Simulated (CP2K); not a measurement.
# SiBrCl3 (SMILES Cl[Si](Cl)(Cl)Br): PM3

Aim: the energy change on altering one bond length of SiBrCl3 at PM3, from 2 runs. 

Program for the calculation: CP2K 2026.2.

12 further runs of the same task are left out: 10 that didn't finish, 2 set aside as unsound or not needed.

## (1) The system as given

The species is SiBrCl3 (5 atoms), meant as a singlet with charge 0. As SMILES, `Cl[Si](Cl)(Cl)Br`. The shape is that of a PBE0-D4/def2-TZVP optimisation.

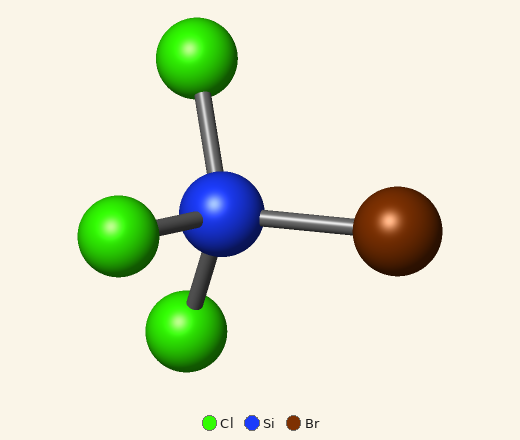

The structure, seen from a chosen angle (chlorine green, silicon blue, bromine brown).

## (2) The energy at PM3

File gas.inp:

```
&GLOBAL
  PROJECT gas
  RUN_TYPE ENERGY
  PRINT_LEVEL MEDIUM
&END GLOBAL
&FORCE_EVAL
  METHOD QS
  &DFT
    CHARGE 0
    MULTIPLICITY 1
    &QS
      METHOD PM3
      EPS_DEFAULT 1.0E-10
      &SE
        &COULOMB
          CUTOFF [angstrom] 50
          RC_RANGE [angstrom] 0
        &END COULOMB
        &EXCHANGE
          CUTOFF [angstrom] 50
          RC_RANGE [angstrom] 0
        &END EXCHANGE
      &END SE
    &END QS
    &POISSON
      PERIODIC NONE
      POISSON_SOLVER ANALYTIC
    &END POISSON
    &SCF
      SCF_GUESS ATOMIC
      EPS_SCF 1.0E-07
      MAX_SCF 150
      ADDED_MOS 8
      &DIAGONALIZATION
        ALGORITHM STANDARD
      &END DIAGONALIZATION
      &MIXING
        METHOD DIRECT_P_MIXING
        ALPHA 0.4
      &END MIXING
    &END SCF
    &PRINT
      &MOMENTS
        PERIODIC F
        REFERENCE COM
        MAX_MOMENT 1
      &END MOMENTS
      &MO ON
        ENERGIES T
        OCCUPATION_NUMBERS T
        NDIGITS 6
        &EACH
          QS_SCF 0
        &END EACH
        ADD_LAST NUMERIC
      &END MO
      &HIRSHFELD OFF
      &END HIRSHFELD
    &END PRINT
  &END DFT
  &SUBSYS
    &CELL
      ABC [angstrom] 13 13.2 13.2
      PERIODIC NONE
    &END CELL
    &COORD
      Cl    -0.852900    -0.217700     1.821600
      Si     0.003400    -0.042600    -0.003200
      Cl     1.690500    -1.158200    -0.059200
      Cl    -1.285700    -0.709700    -1.412800
      Br     0.494400     2.054400    -0.387900
    &END COORD
    &TOPOLOGY
      &CENTER_COORDINATES
      &END CENTER_COORDINATES
    &END TOPOLOGY
  &END SUBSYS
&END FORCE_EVAL
```

Run with:

```bash
$ OMP_NUM_THREADS=1 cp2k.psmp -i gas.inp > gas.out 2>&1
```

Output:

```text
CP2K| version string:                                       CP2K version 2026.2
[...]
 GLOBAL| Method name                                                        CP2K
[...]
 GLOBAL| Run type                                                         ENERGY
[...]
 *** WARNING in qs_environment.F:2210 :: More added MOs requested than     ***
 *** available. The full set of unoccupied MOs will be used. Use           ***
 *** 'ADDED_MOS -1' to always use all available MOs and to get rid of this ***
[...]
                             - Atoms:                                          5
[...]
                             - Spherical basis functions:                     20
[...]
 Number of electrons:                                                         32
[...]
     1 P_Mix/Diag. 0.40E+00    0.0     0.60474897       -47.6944698953 -4.77E+01
[...]
    22 DIIS/Diag.  0.56E-07    0.0     0.00000008       -50.7737315139 -9.24E-14
  *** SCF run converged in    22 steps ***
  Core-core repulsion energy [eV]:                           1805.03047617928860
  Core Hamiltonian energy [eV]:                             -2175.02992121407488
  Two-electron integral energy [eV]:                        -2023.24810604162508
  Electronic energy [eV]:                                   -3186.65397423488776
  Total energy [eV]:                                        -1381.62349805559893
  Atomic reference energy [eV]:                              1375.54412178849361
  Heat of formation [kcal/mol]:                              -140.19375830321951
[...]
 SE_DIPOLE| Moment [Debye]          0.29323794       1.25122187      -0.22945506
 SE_DIPOLE| Derivative [a.u.]       0.00000000       0.00000000       0.00000000
 ENERGY| Total FORCE_EVAL ( QS ) energy [hartree]            -50.773731513941776
[...]
```

Run time: 0.22 s. Hardware: 1 thread of Arm Neoverse V2, shared host.

## (3) The distorted shape at the same level

File job.inp:

```
&GLOBAL
  PROJECT_NAME job
  RUN_TYPE ENERGY
  PRINT_LEVEL MEDIUM
&END GLOBAL

&FORCE_EVAL
  METHOD QUICKSTEP
  &DFT
    &QS
      METHOD PM3
      EPS_DEFAULT 1.0E-10
      &SE
        &COULOMB
          CUTOFF [angstrom] 50
          RC_RANGE [angstrom] 0
        &END COULOMB
        &EXCHANGE
          CUTOFF [angstrom] 50
          RC_RANGE [angstrom] 0
        &END EXCHANGE
      &END SE
    &END QS
    &POISSON
      PERIODIC NONE
      POISSON_SOLVER ANALYTIC
    &END POISSON
    &SCF
      SCF_GUESS ATOMIC
      EPS_SCF 1.0E-07
      MAX_SCF 150
      ADDED_MOS 8
      &DIAGONALIZATION
        ALGORITHM STANDARD
      &END DIAGONALIZATION
      &MIXING
        METHOD DIRECT_P_MIXING
        ALPHA 0.4
      &END MIXING
    &END SCF
    &PRINT
      &MOMENTS
        PERIODIC F
        REFERENCE COM
        MAX_MOMENT 1
      &END MOMENTS
      &MO ON
        ENERGIES T
        OCCUPATION_NUMBERS T
        NDIGITS 6
        &EACH
          QS_SCF 0
        &END EACH
        ADD_LAST NUMERIC
      &END MO
      &HIRSHFELD OFF
      &END HIRSHFELD
    &END PRINT
  &END DFT
  &SUBSYS
    &CELL
      ABC 15 14.6 13.2
      PERIODIC NONE
    &END CELL
    &COORD
      Cl    -2.877418     1.121018     1.888800
      Si    -2.021118     1.296118     0.064000
      Cl     1.690500    -1.158200    -0.059200
      Cl    -3.310218     0.629018    -1.345600
      Br    -1.530118     3.393118    -0.320700
    &END COORD
    &TOPOLOGY
      &CENTER_COORDINATES
      &END CENTER_COORDINATES
    &END TOPOLOGY
  &END SUBSYS
&END FORCE_EVAL
```

Run with:

```bash
$ OMP_NUM_THREADS=1 cp2k.psmp -i job.inp -o job.out
```

Output:

```text
CP2K| version string:                                       CP2K version 2026.2
[...]
 GLOBAL| Method name                                                        CP2K
[...]
 GLOBAL| Run type                                                         ENERGY
[...]
 *** WARNING in qs_environment.F:2210 :: More added MOs requested than     ***
 *** available. The full set of unoccupied MOs will be used. Use           ***
 *** 'ADDED_MOS -1' to always use all available MOs and to get rid of this ***
[...]
                             - Atoms:                                          5
[...]
                             - Spherical basis functions:                     20
[...]
 Number of electrons:                                                         32
[...]
     1 P_Mix/Diag. 0.40E+00    0.0     0.74689428       -47.8036362904 -4.78E+01
[...]
    37 DIIS/Diag.  0.14E-06    0.0     0.00000005       -50.5854528246 -2.49E-13
  *** SCF run converged in    37 steps ***
  Core-core repulsion energy [eV]:                           1507.63234406841957
  Core Hamiltonian energy [eV]:                             -2166.37966463447219
  Two-electron integral energy [eV]:                        -1435.50570760316805
  Electronic energy [eV]:                                   -2884.13251843605622
  Total energy [eV]:                                        -1376.50017436763687
  Atomic reference energy [eV]:                              1375.54412178849361
  Heat of formation [kcal/mol]:                               -22.04709797793175
[...]
 SE_DIPOLE| Moment [Debye]          6.03050039      -2.30492289      -0.45611560
 SE_DIPOLE| Derivative [a.u.]       0.00000000       0.00000000       0.00000000
 ENERGY| Total FORCE_EVAL ( QS ) energy [hartree]            -50.585452824589943
[...]
```

Run time: 0.22 s. Hardware: 1 thread of Arm Neoverse V2, shared host.

## (4) Results

Level: PM3.

| quantity | value |
| --- | --- |
| first shape: total energy | -50.77373 Eh |
| first shape: dipole moment | 1.31 D |
| first shape: HOMO energy | -11.40 eV |
| first shape: LUMO energy | -2.41 eV |
| first shape: HOMO–LUMO gap | 8.99 eV |
| first shape: heat of formation | -140.2 kcal/mol |
| distorted shape: total energy | -50.58545 Eh |
| distorted shape: dipole moment | 6.47 D |
| distorted shape: HOMO energy | -8.30 eV |
| distorted shape: LUMO energy | -4.84 eV |
| distorted shape: HOMO–LUMO gap | 3.46 eV |
| distorted shape: heat of formation | -22.0 kcal/mol |
| energy change with the Si2–Cl3 bond stretched from 2.023 to 4.451 Å | 5.123 eV |

One bond (distorted shape) is far stretched, which a spin-restricted single reference describes badly. With the Si2–Cl3 bond stretched from 2.023 to 4.451 Å the energy rises by 5.12 eV (118 kcal/mol). The first shape isn't relaxed at this level, so the change isn't measured from a minimum. A restricted reference can't describe the breaking bond well at this length.
